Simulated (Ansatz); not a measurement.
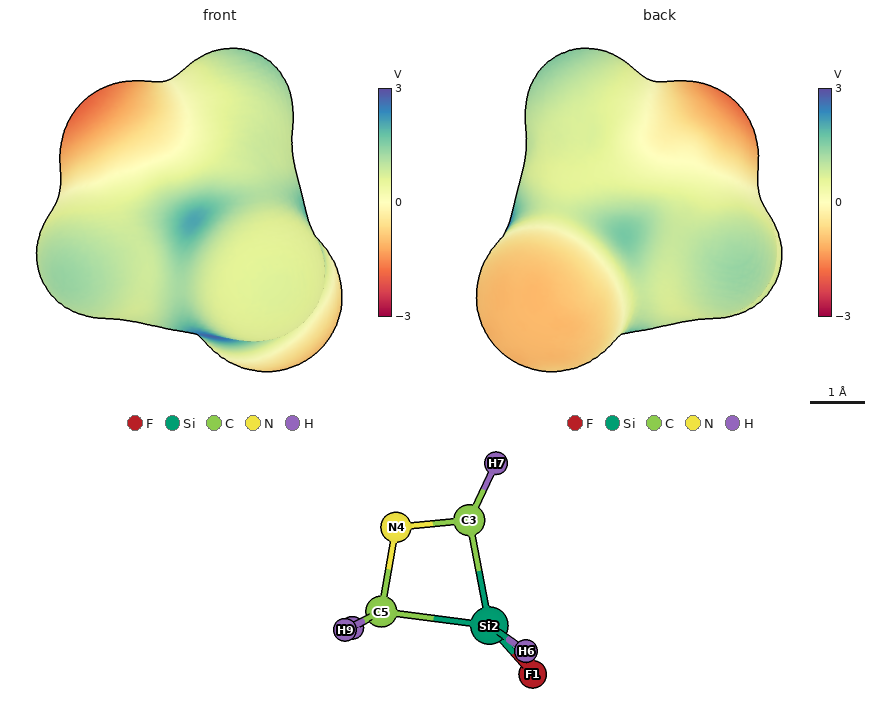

*C2H4FNSi. The electrostatic potential painted on the density surface at 0.004 e/bohr³, seen from the front and from behind; red is negative and blue positive. The bare structure is drawn below in the same view.*

These are results of Ansatz 0.2.0, RKS PBE0/cc-pVDZ, not measurements.

```yaml
atoms:
  - { symbol: F, position_ang: [-1.7694, -0.3130, 1.5763] }
  - { symbol: Si, position_ang: [-0.5933, 0.4080, 0.6731] }
  - { symbol: C, position_ang: [1.1602, -0.2608, 0.6383] }
  - { symbol: N, position_ang: [1.1739, -0.4514, -0.6386] }
  - { symbol: C, position_ang: [-0.2280, -0.2110, -1.0839] }
  - { symbol: H, position_ang: [-0.7489, 1.8814, 0.8986] }
  - { symbol: H, position_ang: [2.0673, -0.4075, 1.2390] }
  - { symbol: H, position_ang: [-0.6972, -1.1635, -1.3738] }
  - { symbol: H, position_ang: [-0.2762, 0.4716, -1.9463] }
```

Question: Which sites attract a positive test charge, and which a negative one?

Answer: A positive charge is drawn to the negative regions and a negative charge to the positive ones. The most negative region (about −1.8 V, or −42 kcal/mol for a unit charge) lies over N4, the most positive (about +2.6 V, or +60 kcal/mol for a unit charge) over Si2. N4 is the likeliest acceptor of a hydrogen bond.
